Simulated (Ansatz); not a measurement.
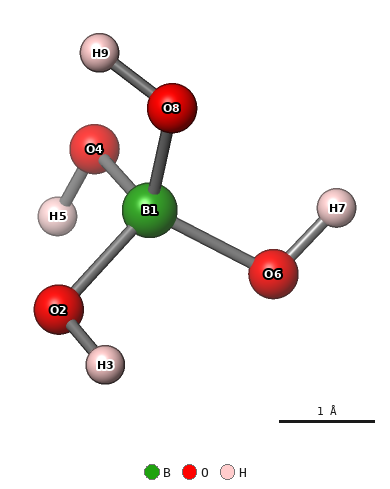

**Figure 1.** The structure as given in the input (ball-and-stick view, seen at a tilt; atoms are numbered from 1 in the order of the input). Bond lengths as drawn: B–O 1.48 Å and H–O 0.96 Å.

Phonon calculation, with input and output: BH4O4 (charge −1)

BH4O4, charge −1, computed with RKS r2SCAN-D4/def2-SVPD (Ansatz 0.2.0).

The geometry comes from this level: r2SCAN-D4/def2-SVPD. Figures and captions count atoms from 1; the log counts them from 0 in places.

**Input file**
```yaml
crystal:
  periodic: [false, false, false]
  atoms:
    - {symbol: B, position_ang: [0.001386, 0.000204, -0.001533]}
    - {symbol: O, position_ang: [0.011375, 0.046087, 1.481167]}
    - {symbol: H, position_ang: [-0.869208, 0.329293, 1.746535]}
    - {symbol: O, position_ang: [1.417098, -0.018850, -0.443262]}
    - {symbol: H, position_ang: [1.886309, 0.592052, 0.133532]}
    - {symbol: O, position_ang: [-0.774645, 1.175530, -0.466184]}
    - {symbol: H, position_ang: [-1.010750, 0.996564, -1.381729]}
    - {symbol: O, position_ang: [-0.648960, -1.202046, -0.576949]}
    - {symbol: H, position_ang: [-0.012594, -1.918844, -0.491568]}
basis:
  gaussian: {orbitals: def2-SVPD}
total_charge: -1
hamiltonian: {xc: r2scan, dispersion: d4}
scf: {omitted_lower_state_checks: [starts]}
phonons: {temperatures: {t_min: 298.15, t_max: 900, t_step: 200}}
```

Run on 4 threads of Arm Neoverse V1, 23 GiB of memory available, shared host.

Run as:
```bash
ansatz run in.yaml --threads 4 --pin off --events-out ev --progress --plain --max-ram 3916MiB
```

**Log**
```
Functional definition: r2SCAN
  name "r2SCAN"
  cite "Furness, Kaplan, Ning, Perdew & Sun, J. Phys. Chem. Lett. 11, 8208 (2020) doi:10.1021/acs.jpclett.0c02405"
  cite "Furness, Kaplan, Ning, Perdew & Sun, J. Phys. Chem. Lett. 11, 9248 (2020) doi:10.1021/acs.jpclett.0c03077"
  parent r2scan
  parameter k0 = 0.174
  parameter k1 = 0.065
  parameter a1 = 4.9479
  exchange = r2scan_x(k0 = k0, k1 = k1, a1 = a1)
  correlation = r2scan_c
these checks for a lower state are left out or cut short: starts
1155 factors; their error is unknown
mean field evaluation 1: about -8918.5185 eV, gradient 6.1e1 eV
mean field evaluation 2: about -8901.3904 eV, gradient 1.1e2 eV
mean field evaluation 4: about -8924.9983 eV, gradient 2.7e0 eV
mean field evaluation 8: about -8925.0203 eV, gradient 5.4e-2 eV
mean field evaluation 16: about -8924.9715 eV, gradient 1.8e-4 eV
mean field -8924.97153884 eV, -327.9866544895 hartree, gradient 1.1e-5 eV, S^2 0.000000; 0 other end points of the search recorded, 0 dependent functions left out
the calculation of the forces begins
reference -8924.97155304 eV, -327.9866550111 hartree; 21, 21 occupied and 123, 123 virtual orbitals, 1155 factors
these checks for a lower state are left out or cut short: stability, starts, cluster_reference, orbital_swaps, neighbouring_geometries, increment
1155 factors; their error is unknown
mean field -8924.97143720 eV, -327.9866507542 hartree, gradient 5.8e-7 eV, S^2 0.000000; 0 other end points of the search recorded, 0 dependent functions left out
[... from here on the field's lines of each further geometry are left out, up to the last ...]
the calculation of the forces begins
reference -8924.97152174 eV, -327.9866538610 hartree; 21, 21 occupied and 123, 123 virtual orbitals, 1155 factors
these checks for a lower state are left out or cut short: stability, starts, cluster_reference, orbital_swaps, neighbouring_geometries, increment
1155 factors; their error is unknown
mean field -8924.97156279 eV, -327.9866553697 hartree, gradient 1.5e-6 eV, S^2 0.000000; 0 other end points of the search recorded, 0 dependent functions left out
the calculation of the forces begins
reference -8924.97157699 eV, -327.9866558913 hartree; 21, 21 occupied and 123, 123 virtual orbitals, 1155 factors
Total energy: -8925.00926940 eV, -327.9880410618 hartree
Atom 0 at     0.001386     0.000204    -0.001533 Å, force     0.002278    -0.001359     0.002840 eV/Å
Atom 1 at     0.011375     0.046087     1.481167 Å, force    -0.014385     0.004244    -0.013919 eV/Å
Atom 2 at    -0.869208     0.329293     1.746535 Å, force     0.008364     0.000961     0.007090 eV/Å
Atom 3 at     1.417098    -0.018850    -0.443262 Å, force    -0.010741     0.010964     0.012750 eV/Å
Atom 4 at     1.886309     0.592052     0.133532 Å, force     0.006137    -0.008991    -0.004638 eV/Å
Atom 5 at    -0.774645     1.175530    -0.466184 Å, force     0.005050    -0.013868    -0.010250 eV/Å
Atom 6 at    -1.010750     0.996564    -1.381729 Å, force    -0.005295     0.007789     0.004744 eV/Å
Atom 7 at    -0.648960    -1.202046    -0.576949 Å, force     0.015434    -0.000803     0.012304 eV/Å
Atom 8 at    -0.012594    -1.918844    -0.491568 Å, force    -0.006843     0.001062    -0.010920 eV/Å
Dipole moment:    -0.003601    -0.000676     0.002909 e Å
Vibrations: 176.20 228.64 280.49 282.80 382.22 398.18 476.65 476.85 511.65 725.97 850.77 851.45 963.79 994.96 1062.27 1186.56 1187.45 3865.62 3868.73 3868.99 3872.55 cm⁻¹, zero-point energy 1.643583 eV
Checks for a lower state left out: starts
```

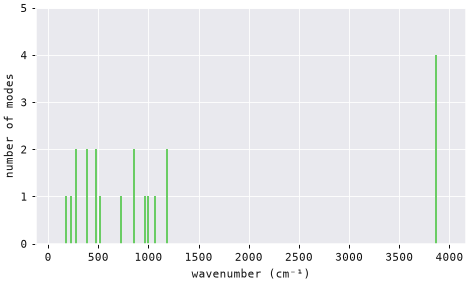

**Figure 2.** Harmonic vibrational wavenumbers from the force constants; neighbouring modes closer than 17 cm⁻¹ are counted in one stick. 21 modes from 176 to 3873 cm⁻¹, none imaginary.

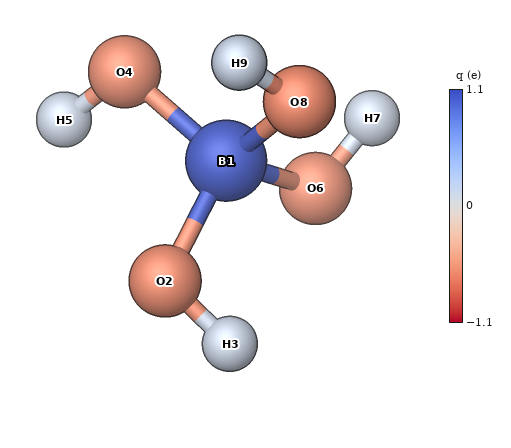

**Figure 3.** Mulliken charges, as the colour of each atom (ball-and-stick view, seen at a tilt; atoms are numbered from 1 in the order of the input). By element: B +1.03, O −0.63 to −0.62 and H +0.12 e.

**Results in brief**

- outcome: converged
- total energy: −8925.0093 eV
- mean-field energy: −8924.9716 eV
- dispersion energy: −0.0377 eV
- largest force (length of the vector): 0.020 eV/Å
- wall time: 73 s (CPU time 4.6 min)
- peak memory: 0.43 GiB
